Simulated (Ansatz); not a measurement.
Partial pair distribution functions of a relaxed model of amorphous Si₂₄O₄₉Na₂, broadened by 0.06 Å; density 2.20 g/cm³. Method: PBE, scalar-relativistic without spin-orbit coupling (plane waves to 420 eV, PAW; Ansatz, a first-principles code).

The cell was made by melting and quenching with the CHGNet potential and then relaxed with DFT. O atoms were pushed apart under 1.9 Å during the dynamics, to hinder bonds among them. The hot cell started wider than the set density and was brought back towards it in steps. It is the lowest in DFT energy of 2 quenches. It is a model cell: composition and starting density were chosen by hand, and all elements were melted together. No dispersion term was used. Its density started from a set value of 2.21 and ended at 2.20 g/cm³. The simulated quench (nominally 320 K/ps over its main leg) is rapid and tends to freeze in more defects than a deposited or slowly cooled glass has. A cell of this size samples the disorder only roughly. Volume and shape were free in the relaxation.

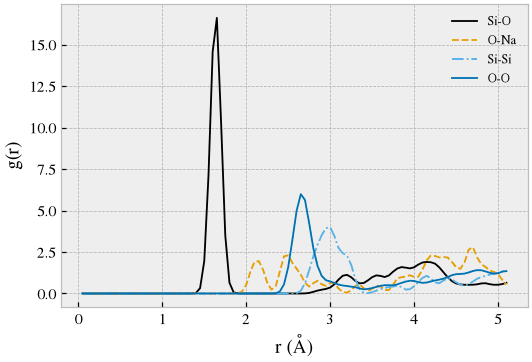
Figure. Partial pair distribution functions

Highest peaks under 4.5 Å: Si-O near 1.65 Å, O-Na near 2.50 Å, Si-Si near 3.00 Å, O-O near 2.65 Å; pairs of few atoms are noisy.

Within 1.90 Å each Si has 4.00 O neighbours on average.
